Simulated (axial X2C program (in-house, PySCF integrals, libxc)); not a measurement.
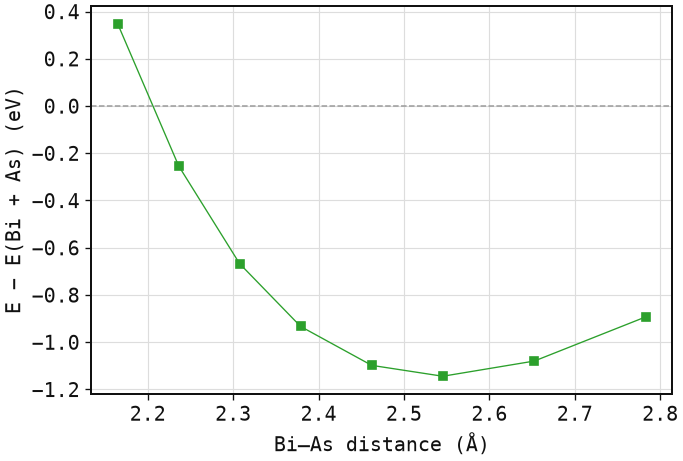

Fig. 1: Energy at 8 bond lengths, for one set of occupations held fixed; the line joins the points. A polynomial of degree 6 through 8 points gives rₑ = 2.543 Å, ωₑ = 249.0 cm⁻¹, ωₑxₑ = 0.80 cm⁻¹ and Bₑ = 0.04725 cm⁻¹. The minimum lies 1.14 eV below Bi + As, each computed as one determinant at the same level.

## Relativistic diatomic calculation for BiAs

BiAs, single determinant with M_S = 1 and |Λ| = 0 (not the lowest found). Computed at this level: PBE0, spin-free X2C-1e, Bi dyall-cv3z, As dyall-cv3z (cores contracted) (axial X2C program (in-house, PySCF integrals, libxc)).

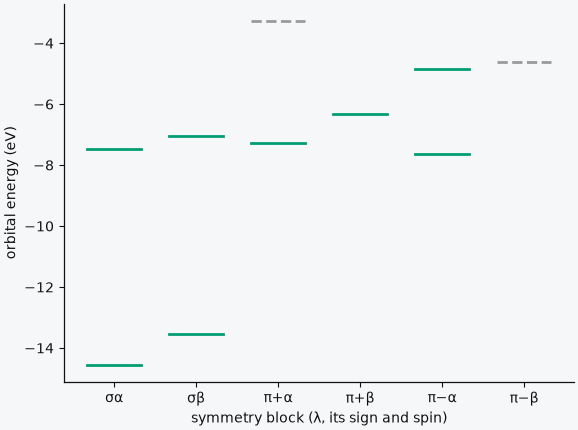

Fig. 2: Orbital energies near the frontier at 2.38 Å, filled (solid) and empty (dashed); a label such as π−α means λ = −1 and α spin. The highest filled orbital (π−α; 54 % Bi p, 37 % As p) lies at −4.84 eV, the lowest empty one (π−β; 50 % Bi p, 46 % As p) at −4.63 eV.

These pictures come from the run below.

**Input**
```
{"zs": [83, 33], "q": 0, "bas": ["dyall-cv3z", "dyall-cv3z"], "levels": ["PBE0", "HF", "PW91"], "cc": true, "r0": 2.72, "thr": -1.0, "nmax": 90, "npts": 10, "nst": 2, "ntry": 6}
```

The line is the task of a batch: nuclear charges, charge, bases, the levels to run, a first guess of the distance and further settings. This report covers PBE0 without spin-orbit coupling. The log is that of the reference distance 2.379 Å, started from orbitals converged before.

The run was one of a batch that the task file lists, launched with:
```bash
python <driver script> task.json out
```

**Output**
```
spin-free X2C-1e  PBE0
basis functions 258  fitting functions 1447  grid points 5802
iter        total energy     max residual
   1     -23795.953593400     7.53e-05
   2     -23795.953593446     2.37e-05
   3     -23795.953593453     1.68e-05
converged
one-electron -33802.66499350  Coulomb 9885.14047008  exact exchange -120.04942395  xc functional -367.63411464  nuclear repulsion 609.25446856
```

**The points of the curve**

| R (Å) | E (hartree) | dipole (D; origin at the first atom, positive when the second is positive) | highest filled (eV) | lowest empty (eV) |
| --- | --- | --- | --- | --- |
| 2.165 | −23795.906521 | −0.93 | −4.50 | −5.07 |
| 2.236 | −23795.928630 | −1.02 | −4.62 | −4.91 |
| 2.308 | −23795.943821 | −1.10 | −4.73 | −4.76 |
| 2.379 | −23795.953593 | −1.18 | −4.84 | −4.63 |
| 2.462 | −23795.959650 | −1.25 | −4.96 | −4.50 |
| 2.546 | −23795.961343 | −1.31 | −5.07 | −4.38 |
| 2.653 | −23795.958978 | −1.34 | −5.20 | −4.25 |
| 2.783 | −23795.952089 | −1.27 | −5.30 | −4.14 |

**Key numbers**

| quantity | value |
| --- | --- |
| outcome | converged |
| bond length rₑ | 2.543 Å |
| ωₑ | 249.0 cm⁻¹ |
| energy at the minimum | −23795.96134 hartree |
| depth below the fragments | 1.14 eV |
| largest ⟨S²⟩ along the curve | 2.27 |
| hardware | 1 thread of Arm Neoverse V1, 24 GiB of memory available, shared host |
| wall time | 16 s |
| peak memory | 0.79 GiB |

**Remarks**

⟨S²⟩ reaches 2.27 where a pure state of this multiplicity has 2.00, so the determinant is spin-contaminated. Limits: 8 of the 10 points asked for were kept; at some distances an empty level lies below a filled one, since the occupations are held fixed.
